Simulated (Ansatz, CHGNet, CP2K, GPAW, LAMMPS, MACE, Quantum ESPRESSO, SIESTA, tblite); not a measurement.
## tblite runs on amorphous polyacrylonitrile (as short chains C14N4H18) at 360 K (108 atoms)

How do the settings of tblite change the result for amorphous polyacrylonitrile (as short chains C14N4H18) at 360 K (108 atoms)? A plane-wave run serves as the yardstick.

Program: tblite 0.8.0. Level of theory: the method is named at each step. Results are calculated unless marked as measured.

### 1. Starting point

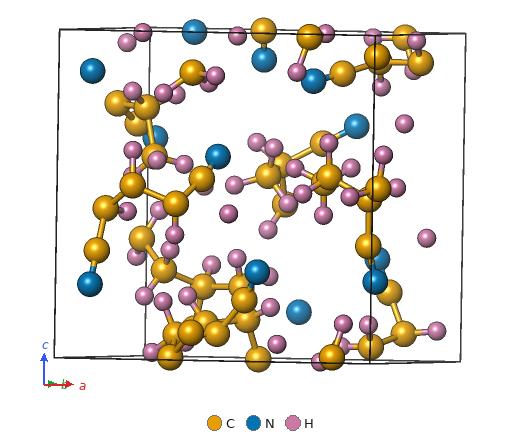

The cell as given, slightly off an axis (carbon orange, nitrogen blue, hydrogen pink). Bonds to atoms that aren't drawn are left out. Some periodic images of atoms are drawn too.

The cell holds 108 atoms: 42 C, 12 N and 54 H. Its edges and angles: a = 10.346 Å, b = 10.346 Å, c = 10.346 Å, α = 90.0°, β = 90.0°, γ = 90.0°. 3 polyacrylonitrile chains of 4 units with methyl end groups placed at random, at 1.09 g/cm³; overlaps pushed apart, then 20 ps at 800 K with MMFF94 bonds, angles, torsions, charges and radii (Halgren, J. Comput. Chem. 17, 490 (1996)) in harmonic and 12-6 forms. Snapshot after 30 ps at 360 K and fixed volume.

The yardstick, on the same geometry:

| Item | Value |
| --- | --- |
| method | Kohn-Sham DFT, PBE, PAW, plane waves (Ansatz 0.2.0); cutoff 420 eV, Γ point, fermi-dirac smearing of 0.05 eV; PAW set soft_2 |
| r.m.s. force component | 1.196 eV/Å |
| longest force | 5.414 eV/Å |
| pressure | 3.184 GPa |
| gap (highest filled to lowest empty level) | 5.883 eV |
| SCF cycles | 10 |
| time | 9.2 s on 4 threads of Arm Neoverse V2, shared host |
| CPU time | 33 s |

### 2. GFN2-xTB

Method: GFN2-xTB tight binding, diagonalisation.

Input file run.py:

```python
import numpy as np
from ase.io import read
from tblite.ase import TBLite

atoms = read("structure.xyz")
atoms.calc = TBLite(method="GFN2-xTB", electronic_temperature=580, accuracy=1.0, max_iterations=250, mixer_damping=0.4, verbosity=1)
energy = atoms.get_potential_energy()
forces = atoms.get_forces()
print(f"energy {energy:.6f} eV")
print("forces (eV/A)")
for i, (a, f) in enumerate(zip(atoms, forces)):
    print(f"{i:4d} {a.symbol:2s} {f[0]:10.5f} {f[1]:10.5f} {f[2]:10.5f}")
stress = -atoms.get_stress(voigt=False) * 160.21766
print("stress (GPa, compression positive)")
for row in stress:
    print(" ".join(f"{x:10.4f}" for x in row))
print("charges (e)")
print(np.array2string(atoms.get_charges(), precision=4, suppress_small=True, max_line_width=110, threshold=100000))
```

Input file structure.xyz:

```xyz
108
Lattice="10.34621 0.00000 0.00000 0.00000 10.34621 0.00000 0.00000 0.00000 10.34621" Properties=species:S:1:pos:R:3 pbc="T T T"
C 0.73044 7.25176 3.71770
C 1.68291 6.50435 2.75457
C 2.69498 7.49448 2.24554
C 2.27420 7.99576 0.90902
N 1.98099 8.51441 10.24844
C 4.12245 6.89006 2.27337
C 4.61193 5.87934 1.24486
C 4.79071 6.61599 0.00445
N 4.64183 7.25683 9.43202
C 3.58548 4.71042 1.12256
C 4.33548 3.42656 0.81590
C 5.32623 3.05275 1.89667
N 5.88430 2.52023 2.79213
C 3.27447 2.42050 0.77690
C 3.48605 1.08718 0.07242
C 4.39331 0.24376 0.86815
N 5.13958 9.95378 1.46916
C 4.06927 1.10001 9.05697
H 1.20430 7.53711 4.62000
H 10.22392 6.69679 3.91573
H 0.30397 8.13843 3.15239
H 2.08042 5.78105 3.40183
H 1.21444 5.95787 1.93102
H 2.69260 8.42492 2.92332
H 4.11252 6.35599 3.16904
H 4.78864 7.68237 2.59773
H 5.47025 5.53729 1.65239
H 3.00940 4.63965 1.97271
H 2.85338 4.98791 0.51152
H 4.85072 3.44136 10.20974
H 2.38242 2.84500 0.19844
H 2.87987 2.29789 1.80800
H 2.56120 0.59791 10.29272
H 4.30102 2.17446 8.72972
H 4.98594 0.52704 8.97503
H 3.24612 0.68399 8.39347
C 1.73434 5.04150 6.35195
C 1.39498 5.22701 7.88092
C 0.19130 6.10933 7.98220
C 0.49196 7.38823 7.34912
N 0.77990 8.43382 6.88613
C 10.03189 6.35423 9.44112
C 8.56718 6.73807 9.44257
C 7.67947 5.65886 9.06152
N 6.97541 4.80126 8.81942
C 8.27852 7.29967 0.45347
C 8.95051 8.69454 0.86318
C 8.35394 9.04321 2.15098
N 7.91216 9.16105 3.19160
C 8.52859 9.78017 10.18408
C 8.83432 0.93592 0.17133
C 10.01875 1.41236 9.66667
N 0.57225 1.85425 9.03690
C 7.66923 1.84152 10.23509
H 2.51785 5.71152 6.10799
H 2.11559 4.00719 6.24011
[... 48 atom lines left out ...]
H 3.84310 9.35411 6.80243
H 3.70487 7.35471 5.46114
H 5.41107 7.55635 4.91207
H 5.05071 7.09740 6.66037
```

The run is started by

```console
> OMP_NUM_THREADS=1 python run.py > output.txt
```

The program printed:

```text
------------------------------------------------------------
  cycle        total energy    energy error   density error
------------------------------------------------------------
      1     -150.6777618676  -1.5336804E+02   2.1297530E-01
      2     -150.8916718582  -2.1390999E-01   1.4184761E-01
      3     -151.6649061994  -7.7323434E-01   9.4394855E-02
      4     -151.9754517763  -3.1054558E-01   1.9371835E-02
      5     -152.0053660469  -2.9914271E-02   8.2736540E-03
      6     -152.0069732792  -1.6072323E-03   4.8936887E-03
      7     -152.0080703969  -1.0971177E-03   2.6133450E-03
      8     -152.0085756580  -5.0526103E-04   6.9468353E-04
      9     -152.0085951768  -1.9518838E-05   2.2866749E-04
     10     -152.0085984266  -3.2498240E-06   1.1007277E-04
     11     -152.0085991832  -7.5659190E-07   4.7664814E-05
     12     -152.0085992106  -2.7357743E-08   3.0636454E-05
     13     -152.0085992783  -6.7714353E-08   8.7602207E-06
------------------------------------------------------------
 total:                                   7.353 sec
energy -4136.364674 eV
forces (eV/A)
   0 C    -0.39075    1.43260   -2.96599
   1 C    -1.46418    0.79813    0.61647
   2 C     0.43554    1.28134   -1.35321
   3 C     0.11571    1.39919   -1.25466
   4 N     0.62590   -1.61093    2.70614
   5 C    -0.62398    1.27279    0.65686
   6 C    -2.79215    1.73934   -1.17115
   7 C    -0.50436   -1.44646    1.62857
   8 N     0.23666    1.04581   -1.73728
   9 C     4.51044    0.70006    0.85364
  10 C     1.67737    0.34946    0.93927
  11 C     0.34065   -1.87623    2.07181
  12 N    -1.85288    2.33462   -3.22102
  13 C    -3.24228   -1.00825   -0.42813
  14 C     1.78698   -0.80666    2.18870
  15 C    -0.26999   -0.01045    0.24644
  16 N    -0.52000    0.31136   -0.36887
  17 C    -0.39421    1.59418   -2.52419
  18 H     0.44727    0.38179    0.52515
  19 H    -1.46216   -1.33681    0.62614
  20 H     0.69490   -0.51896    0.93395
  21 H     1.12886   -1.16938    0.67498
  22 H    -0.51081    0.38153    0.18124
  23 H     0.05384   -1.12889   -0.92344
[...]
100 H     0.29821   -0.57006   -1.27892
 101 H    -0.04353    1.00027   -2.52404
 102 H     0.11935   -0.89510   -1.08086
 103 H    -0.48190   -0.58628   -0.23789
 104 H     0.67692    0.07889   -0.27311
 105 H     0.54936    0.28028    0.24185
 106 H    -0.48418   -0.14950    0.87688
 107 H    -0.41439    0.66696   -1.01576
stress (GPa, compression positive)
    0.9009    -1.0468    -0.3185
   -1.0468    -1.0928     0.6434
   -0.3185     0.6434    -2.8117
charges (e)
[-0.103  -0.0477 -0.0032  0.1111 -0.2356 -0.0597 -0.0128  0.1182 -0.2395 -0.0584 -0.0036  0.0999 -0.2372
 -0.0352 -0.0116  0.1155 -0.2732 -0.0906  0.0526  0.0385  0.0272  0.0385  0.0324  0.0625  0.0517  0.0599
  0.0716  0.0543  0.0614  0.0889  0.0561  0.0207  0.1     0.0562  0.0503  0.0454 -0.1055 -0.0514 -0.0069
  0.1218 -0.2476 -0.0568 -0.0102  0.1127 -0.2407 -0.0452 -0.0056  0.1266 -0.2422 -0.056   0.0035  0.1145
 -0.2686 -0.0852  0.0396  0.0389  0.0381  0.0468  0.0487  0.0632  0.0633  0.0417  0.0716  0.0332  0.0493
  0.0664  0.071   0.0697  0.0733  0.0304  0.0461  0.0474 -0.0894 -0.0474 -0.0084  0.1184 -0.2667 -0.0519
 -0.0037  0.1116 -0.261  -0.0484 -0.0069  0.1143 -0.2461 -0.0513  0.0003  0.1121 -0.2577 -0.0844  0.0198
  0.0558  0.0117  0.0594  0.0547  0.0719  0.0591  0.0761  0.0375  0.0695  0.0568  0.0664  0.0542  0.0693
  0.0769  0.0316  0.0396  0.0587]
```

Run time: 7.8 s. Hardware: 1 thread of Arm Neoverse V2, shared host; peak memory 0.16 GiB.

Banners, paths, timers and routine set-up lines are dropped from the logs unmarked, and long logs keep their key lines alone; longer cuts are marked.

Compared with the plane-wave run:

```yaml
r_m_s_force_component: 1.268 eV/Å
r_m_s_difference_of_force_components: 558.1 meV/Å
longest_difference_of_force_vectors: 2392 meV/Å
force_difference_over_r_m_s_force: 46.66 %
slope_of_forces_against_the_reference_s: 0.9528
correlation_of_force_components: 0.899
pressure: -1.001 GPa
pressure_difference: -4.186 GPa
```

Length of the force difference by element (eV/Å):

```tsv
element	atoms	mean	most
C	42	0.79	1.6
H	54	0.20	0.43
N	12	2.2	2.4
```

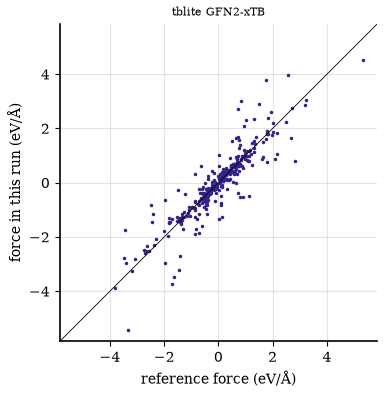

Force components against those of the reference; the line marks equality.

The surroundings of N89, which bears the longest force, nearest first, numbered as they follow in the input and with coordinates relative to it.

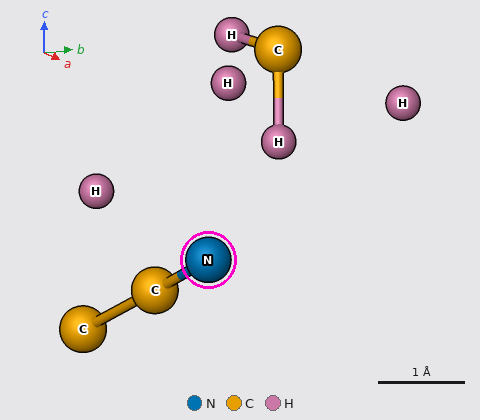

The atoms of the table, within 3.2 Å (arrows a, b, c point along x, y, z); some may hide others; the central atom is ringed.

```tsv
atom	x	y	z	distance (Å)	bonds	Mulliken charge (e)	Fx	Fy	Fz (eV/Å)
N89	0.00	0.00	0.00	0.00	1	-0.26	-5.42	-0.89	-2.95
C88	-1.04	-0.18	-0.56	1.20	2	0.11	3.98	0.62	2.40
H67	1.84	-0.01	1.79	2.57	1	0.07	0.42	-0.43	0.17
C87	-2.32	-0.48	-1.27	2.69	4	0.00	0.52	1.52	1.21
H68	0.49	0.01	2.80	2.84	1	0.07	-2.60	0.09	-0.18
H35	-2.03	1.21	1.61	2.86	1	0.05	-0.10	-0.09	-0.21
H63	1.41	-2.16	1.28	2.88	1	0.07	-0.14	0.04	0.27
H70	0.31	2.35	1.76	2.95	1	0.03	0.32	0.46	1.84
C50	1.51	0.12	2.82	3.20	4	-0.06	1.84	0.88	0.69
```

Atoms are counted from 1 here, from 0 in the log.

Forces lie 47 % from the reference's, at 0.24 times its CPU time (on 1 against 4 cores).

The difference per atom is largest on N (2.2 eV/Å on average, against 0.79 on C).

### 3. GFN1-xTB

Method: GFN1-xTB tight binding, diagonalisation.

run.py, as its differences from that of step 2:

```diff
@@ -5,3 +5,3 @@
 atoms = read("structure.xyz")
-atoms.calc = TBLite(method="GFN2-xTB", electronic_temperature=580, accuracy=1.0, max_iterations=250, mixer_damping=0.4, verbosity=1)
+atoms.calc = TBLite(method="GFN1-xTB", electronic_temperature=580, accuracy=1.0, max_iterations=250, mixer_damping=0.4, verbosity=1)
 energy = atoms.get_potential_energy()
```

structure.xyz is that of step 2.

The program printed:

```text
------------------------------------------------------------
  cycle        total energy    energy error   density error
------------------------------------------------------------
      1     -154.0018764988  -1.5639193E+02   6.5209041E-01
      2     -155.2239182834  -1.2220418E+00   4.3136095E-01
      3     -155.5732260084  -3.4930772E-01   2.4417396E-01
      4     -155.7814960208  -2.0827001E-01   2.8465231E-02
      5     -155.7944209541  -1.2924933E-02   7.1338612E-03
      6     -155.7950902625  -6.6930836E-04   1.4633212E-03
      7     -155.7951084192  -1.8156781E-05   6.5415500E-04
      8     -155.7951149941  -6.5748395E-06   1.1010213E-04
      9     -155.7951151058  -1.1173060E-07   5.3024735E-05
     10     -155.7951151496  -4.3831051E-08   1.5649686E-05
------------------------------------------------------------
 total:                                   1.493 sec
energy -4239.401019 eV
forces (eV/A)
   0 C    -0.41777    1.60232   -3.01031
   1 C    -1.52195    0.77956    0.64852
   2 C     0.51121    1.31118   -1.07044
   3 C     0.01211    1.17908   -1.17227
   4 N     0.48634   -1.24295    2.10805
   5 C    -0.67708    1.23019    0.64260
   6 C    -2.98184    1.67999   -1.00505
   7 C    -0.26405   -1.65004    1.75133
   8 N     0.11004    1.43101   -2.29534
   9 C     4.59607    0.67734    0.87649
  10 C     1.57785    0.36226    0.76661
  11 C     0.41913   -1.63614    1.93520
  12 N    -1.55606    1.97346   -2.75304
  13 C    -3.52996   -0.99591   -0.44425
  14 C     1.75724   -0.61319    1.97476
  15 C    -0.30449   -0.02339    0.30078
  16 N    -0.11660   -0.01931   -0.03351
  17 C    -0.41894    1.69987   -2.65072
  18 H     0.56121    0.39959    0.63338
  19 H    -1.54430   -1.46203    0.64259
  20 H     0.71440   -0.52169    0.88429
  21 H     1.18782   -1.25300    0.70125
  22 H    -0.44245    0.34490    0.13498
  23 H     0.13775   -1.16496   -0.84777
[...]
100 H     0.33779   -0.59535   -1.30673
 101 H    -0.11240    1.00225   -2.62636
 102 H     0.02954   -0.94408   -1.18964
 103 H    -0.48453   -0.53071   -0.19141
 104 H     0.58680    0.08234   -0.30277
 105 H     0.50220    0.25620    0.20933
 106 H    -0.50521   -0.16255    0.82424
 107 H    -0.38306    0.68231   -0.95058
stress (GPa, compression positive)
    1.3633    -0.8552    -0.0406
   -0.8552    -0.5031     0.4243
   -0.0406     0.4243    -1.6515
charges (e)
[-0.0961 -0.0558 -0.0053  0.2058 -0.2965 -0.0627 -0.0184  0.2096 -0.3    -0.0698 -0.0039  0.1895 -0.2908
 -0.0391 -0.0067  0.2114 -0.3298 -0.0779  0.0397  0.0421  0.0313  0.0355  0.0325  0.0525  0.042   0.057
  0.0598  0.0512  0.0598  0.0625  0.046   0.03    0.0741  0.0378  0.0428  0.0386 -0.1028 -0.0402 -0.0128
  0.2144 -0.3087 -0.0627 -0.0122  0.2122 -0.3091 -0.0547 -0.0099  0.217  -0.3106 -0.0523  0.0025  0.2132
 -0.3313 -0.0757  0.0404  0.0356  0.0332  0.0374  0.0426  0.0508  0.0508  0.046   0.0589  0.0413  0.0486
  0.0516  0.0503  0.0557  0.0618  0.0241  0.0409  0.041  -0.0835 -0.034  -0.0137  0.207  -0.3196 -0.04
 -0.0155  0.207  -0.3118 -0.0459 -0.0156  0.2101 -0.3107 -0.0481 -0.002   0.2072 -0.3129 -0.0705  0.026
  0.0429  0.0137  0.0437  0.0448  0.0456  0.0548  0.0578  0.0399  0.0468  0.0487  0.0632  0.0472  0.0607
  0.0552  0.0297  0.0337  0.0522]
```

The job ended after 2 s (1 thread; peak memory 0.16 GiB).

Compared with the plane-wave run:

```
r.m.s. force component                  : 1.242 eV/Å
r.m.s. difference of force components   : 443.3 meV/Å
longest difference of force vectors     : 1731 meV/Å
force difference over r.m.s. force      : 37.06 %
slope of forces against the reference's : 0.9705
correlation of force components         : 0.9346
pressure                                : -0.2638 GPa
pressure difference                     : -3.448 GPa
```

Against the first run (47 %), the force difference from the reference is 37 %, at 0.25 times the CPU time.

### 4. Side by side

Differences are against the plane-wave reference, forces as r.m.s. over components; share is that over the reference's r.m.s. force, slope the least-squares factor from reference forces to these. Total energies of different programs have different zeros and aren't compared.

```tsv
run	Δ force, r.m.s. (meV/Å)	share (%)	slope	Δ pressure (GPa)	cores	CPU time	memory (GiB)
reference	-	-	-	-	4	33 s	1.1
tblite GFN2-xTB	558	46.7	0.953	-4.19	1	7.8 s	0.16
tblite GFN1-xTB	443	37.1	0.971	-3.45	1	2 s	0.16
```

CPU time is summed over cores on a shared host, where runs went side by side, so it is rough. Symmetry, cutoffs, thresholds, outputs and thread counts weren't matched or tuned between programs; memory under MPI is the largest rank's times the ranks.

Mean charges by element (e), by run and scheme:

```tsv
run	scheme	C	N	H
reference	Löwdin	-0.12	-0.20	+0.20
tblite GFN2-xTB	Mulliken	0.00	-0.25	+0.05
tblite GFN1-xTB	Mulliken	+0.03	-0.31	+0.05
```

The reference's Löwdin charges lack the electrons that the projection spills, 0.032 e an atom on average.

### 5. What came out

```json
{"nearest in forces": "tblite GFN1-xTB, 37 %", "its CPU time": "2 s"}
```

In words: Tight binding differs by 37 % (tblite GFN1-xTB) to 47 % (tblite GFN2-xTB); it is another model, with fitted parameters of its own, and the xTB methods hold dispersion. Of the electronic-structure runs that take under half the reference's CPU time, tblite GFN1-xTB comes nearest, at 37 % in 2 s against 33 s; its pressure misses by -3.4 GPa. Charges hang on model, scheme and program or settings: among these rows the mean for H runs from +0.05 to +0.20 e. Periodic xTB results under one method name differ between programs and library versions. The network of contacts between molecules at the start is that of the classical potential that made the cell, and needn't be the one that DFT or experiment would give. The reference's PBE has no dispersion term, which matters for the binding between molecules or layers. The density was typed from a rule of thumb and may lie off the real one at this temperature. The electronic-structure runs sample only Γ, in a cell whose shortest periodic width is 10 Å.

[Also dropped from logs without a mark: logging warnings of Python, and SIESTA's first energy breakdown and zero terms.]

[Logs are printed without paths, hosts, clocks, repeated set-up lines and the standing remarks that a program may print on its own settings, such as how far it seeks lower states.]

[Hosts, paths, dates, database ids (printed as entryN), source tags and the programs' standing remarks are cut or masked in the printed files.]

[The MMFF94 radii named for the starting cell were scaled by 0.96; in molecules described by MMFF94, hydrogen bound to N, O or S took a small fixed 12-6 site in their place.]
